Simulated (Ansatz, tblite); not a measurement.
# Si17H24 off sphere (Si17H24): spin states and exact exchange

Is the singlet the ground state of Si17H24 off sphere (Si17H24)? Other spin states are computed and compared level by level.

Program: Ansatz 0.2.0, Gaussian basis. Level of theory: as each input shows. These are calculated values, not measurements.

Levels to be run: triplet, at the geometry of the singlet (GFN1-xTB, GFN2-xTB, PBE0-D4/def2-TZVP, PBE-D4/def2-TZVP); the singlet's energies come from earlier runs.

### Step 1. The relaxed structure

The geometry is that of the singlet, from an earlier relaxation (PBE-D4/def2-SVP).

41 atoms, charge 0, spin multiplicity 1.

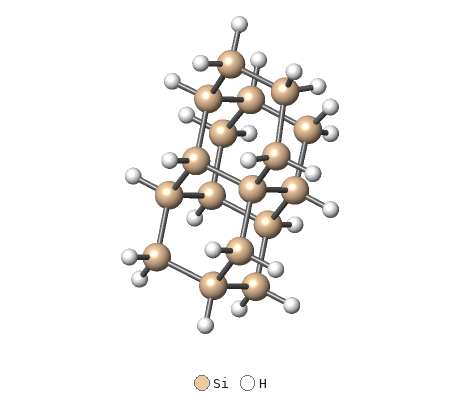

The geometry (silicon light orange, hydrogen white).

### Step 2. Triplet at the fixed geometry, GFN1-xTB

Tight binding, by tblite at 300 K electronic temperature and without a spin-polarisation term:

```python
tblite.interface.Calculator('GFN1-xTB', numbers, positions, charge=0, uhf=2).singlepoint()
```

Energy -1200.7106 eV; 0.36 s.

### Step 3. Triplet at the fixed geometry, GFN2-xTB

Tight binding, by tblite at 300 K electronic temperature and without a spin-polarisation term:

```python
tblite.interface.Calculator('GFN2-xTB', numbers, positions, charge=0, uhf=2).singlepoint()
```

Energy -1122.1380 eV; 0.54 s.

### Step 4. Triplet at the fixed geometry, PBE0-D4/def2-TZVP

Input file in.yaml:

```yaml
crystal:
  periodic: [false, false, false]
  atoms:
    - {symbol: Si, position_ang: [-1.820796, -2.807404, 2.962287]}
    - {symbol: Si, position_ang: [1.230910, -2.917958, -0.129673]}
    - {symbol: Si, position_ang: [-1.628403, 2.549927, -2.680545]}
    - {symbol: Si, position_ang: [1.104236, -0.146286, -2.706279]}
    - {symbol: Si, position_ang: [-1.591527, -0.227462, 0.006796]}
    - {symbol: Si, position_ang: [1.106940, -0.230158, 2.722481]}
    - {symbol: Si, position_ang: [1.077992, 2.543714, 0.044003]}
    - {symbol: Si, position_ang: [3.824256, -0.142102, 0.041585]}
    - {symbol: Si, position_ang: [-3.001276, -1.517421, 1.380626]}
    - {symbol: Si, position_ang: [-2.955367, 1.148704, -1.331903]}
    - {symbol: Si, position_ang: [-0.231626, -1.554559, -1.371816]}
    - {symbol: Si, position_ang: [-0.257715, -1.506267, 4.154421]}
    - {symbol: Si, position_ang: [2.470193, -1.564598, 1.345855]}
    - {symbol: Si, position_ang: [-0.258490, 1.218334, -4.056502]}
    - {symbol: Si, position_ang: [-0.285933, 3.909503, -1.303703]}
    - {symbol: Si, position_ang: [2.447269, 1.200422, -1.319123]}
    - {symbol: Si, position_ang: [-0.254850, 1.136328, 1.375871]}
    - {symbol: H, position_ang: [-2.797907, -3.414666, 3.940178]}
    - {symbol: H, position_ang: [-1.109702, -3.934512, 2.259259]}
    - {symbol: H, position_ang: [2.195231, -3.577329, -1.086456]}
    - {symbol: H, position_ang: [0.490605, -4.001845, 0.610594]}
    - {symbol: H, position_ang: [-2.511490, 3.422992, -3.542605]}
    - {symbol: H, position_ang: [2.002703, -1.002166, -3.570452]}
    - {symbol: H, position_ang: [2.014854, 0.646448, 3.556062]}
    - {symbol: H, position_ang: [1.954816, 3.391036, 0.937763]}
    - {symbol: H, position_ang: [4.754623, -0.963593, -0.817021]}
    - {symbol: H, position_ang: [4.657549, 0.735857, 0.942696]}
    - {symbol: H, position_ang: [-3.864746, -2.411742, 0.525131]}
    - {symbol: H, position_ang: [-3.907069, -0.564257, 2.121664]}
    - {symbol: H, position_ang: [-3.843723, 0.288818, -2.197470]}
    - {symbol: H, position_ang: [-3.835673, 1.980420, -0.431232]}
    - {symbol: H, position_ang: [-1.115664, -2.397074, -2.262692]}
    - {symbol: H, position_ang: [0.587372, -2.401007, 5.027247]}
    - {symbol: H, position_ang: [-1.015480, -0.557920, 5.050508]}
    - {symbol: H, position_ang: [3.344885, -2.436875, 2.216836]}
    - {symbol: H, position_ang: [-1.117914, 0.358048, -4.949935]}
    - {symbol: H, position_ang: [0.600085, 2.099273, -4.930263]}
    - {symbol: H, position_ang: [0.573342, 4.808312, -2.158609]}
    - {symbol: H, position_ang: [-1.162678, 4.778192, -0.435754]}
    - {symbol: H, position_ang: [3.297467, 2.095804, -2.191882]}
    - {symbol: H, position_ang: [-1.167301, 1.965031, 2.252085]}
basis:
  gaussian: {orbitals: def2-TZVP, fitting: {mean_field: def2-universal-jkfit}}
magnetization: {spin_polarized: true, initial_magnetization: 2}
hamiltonian: {xc: pbe0, dispersion: d4}
scf: {omitted_lower_state_checks: [starts]}
output: {orbitals: {seedname: orbitals}}
```

On the command line:

```console
$ ansatz run in.yaml --threads 2 --pin off --events-out ev --progress --plain --max-ram 32768MiB --backend cuda --devices 0, --max-vram 18GiB
```

Standard output:

```text
Functional definition: PBE0
  name "PBE0"
  cite "Adamo & Barone, J. Chem. Phys. 110, 6158 (1999) doi:10.1063/1.478522"
  cite "Perdew, Burke & Ernzerhof, Phys. Rev. Lett. 77, 3865 (1996) doi:10.1103/PhysRevLett.77.3865"
  parent pbe
  parameter a = 0.25
  parameter kappa = 0.804
  parameter beta = 0.06672455060314922
  exchange = (1 - a)*pbe_x(kappa = kappa, mu = beta*pi^2/3) + a*exact_x
  correlation = pbe_c(beta = beta)
these checks for a lower state are left out or cut short: starts
2608 factors; integrals over basis functions are off by at most 6.0e-1 eV
mean field evaluation 1: about -134256.8284 eV, gradient 1.6e1 eV
mean field evaluation 2: about -134257.6869 eV, gradient 1.2e1 eV
mean field evaluation 4: about -134258.7020 eV, gradient 2.3e0 eV
mean field evaluation 8: about -134258.7493 eV, gradient 4.5e-1 eV
mean field evaluation 16: about -134258.7850 eV, gradient 7.3e-2 eV
mean field evaluation 32: about -134258.7871 eV, gradient 2.3e-5 eV
mean field -134258.78706578 eV, -4933.9194207930 hartree, gradient 4.3e-6 eV, S^2 2.006716; 0 other end points of the search recorded, 0 dependent functions left out
reference -134258.78714399 eV, -4933.9194236672 hartree; 132, 130 occupied and 641, 643 virtual orbitals, 2608 factors
Total energy: -134261.27321939 eV, -4934.0107852529 hartree
Checks for a lower state left out: starts
```

It took 34 s on 1 × H100 (card shared with other runs) with 2 threads of AMD EPYC 7R13, shared host; peak host memory 1.5 GiB.

From the report: HOMO -2.70 eV, LUMO -5.96 eV (over both spins; with the spin held, an empty level of the minority spin lies below the top filled one); ⟨S²⟩ 2.007 (pure: 2.00).

### Step 5. Triplet at the fixed geometry, PBE-D4/def2-TZVP

start.molden holds the orbitals of an earlier run on this state, given as this run's starting guess.

Edit in.yaml of step 4 so:

```diff
@@ -45,5 +45,5 @@
 basis:
-  gaussian: {orbitals: def2-TZVP, fitting: {mean_field: def2-universal-jkfit}}
+  gaussian: {orbitals: def2-TZVP, fitting: {mean_field: def2-universal-jkfit}, initial_orbitals: start.molden}
 magnetization: {spin_polarized: true, initial_magnetization: 2}
-hamiltonian: {xc: pbe0, dispersion: d4}
+hamiltonian: {xc: pbe, dispersion: d4}
 scf: {omitted_lower_state_checks: [starts]}
```

Launched as before.

Standard output:

```text
Functional definition: PBE
  name "PBE"
  cite "Perdew, Burke & Ernzerhof, Phys. Rev. Lett. 77, 3865 (1996) doi:10.1103/PhysRevLett.77.3865"
  parent pbe
  parameter kappa = 0.804
  parameter beta = 0.06672455060314922
  exchange = pbe_x(kappa = kappa, mu = beta*pi^2/3)
  correlation = pbe_c(beta = beta)
these checks for a lower state are left out or cut short: starts
2608 factors; integrals over basis functions are off by at most 6.0e-1 eV
mean field evaluation 1: about -134245.2161 eV, gradient 1.8e1 eV
mean field evaluation 2: about -134245.7382 eV, gradient 7.6e-1 eV
mean field evaluation 4: about -134245.7818 eV, gradient 3.0e-1 eV
mean field evaluation 8: about -134245.7847 eV, gradient 5.9e-4 eV
mean field evaluation 16: about -134245.7847 eV, gradient 6.1e-5 eV
mean field -134245.78473174 eV, -4933.4415938304 hartree, gradient 2.6e-6 eV, S^2 2.002444; 0 other end points of the search recorded, 0 dependent functions left out
reference -134245.78483457 eV, -4933.4415976094 hartree; 132, 130 occupied and 641, 643 virtual orbitals, 2608 factors
Total energy: -134248.52188468 eV, -4933.5421823457 hartree
Checks for a lower state left out: starts
```

It took 27 s on 1 × H100 (card shared with other runs) with 2 threads of AMD EPYC 7R13, shared host; peak host memory 1.4 GiB.

From the report: HOMO -2.33 eV, LUMO -6.15 eV (over both spins; with the spin held, an empty level of the minority spin lies below the top filled one); ⟨S²⟩ 2.002 (pure: 2.00).

### Step 6. Triplet less singlet, vertical

The singlet's energies are those of its earlier runs, whose logs aren't repeated here.

| level | triplet less singlet, vertical (eV) | time |
| --- | --- | --- |
| GFN1-xTB | +2.733 | 0.61 s |
| GFN2-xTB | +2.905 | 0.85 s |
| PBE-D4/def2-TZVP | +3.932 | 42 s |
| PBE0-D4/def2-TZVP | +4.530 | 51 s |

Times add the two runs; a level without a time comes out of a correlated run. Tight binding without a spin term can't rank spin states.

### Step 7. Results

| quantity | value |
| --- | --- |
| triplet less singlet, vertical, functionals in def2-TZVP | +3.932 (PBE-D4) to +4.530 eV (PBE0-D4) |

What this shows: All functionals put the triplet above the singlet, over a spread of 0.598 eV. The checks for a lower triplet were left out, so another state of that spin may lie lower. These are electronic energies, without zero-point motion, entropy or surroundings.
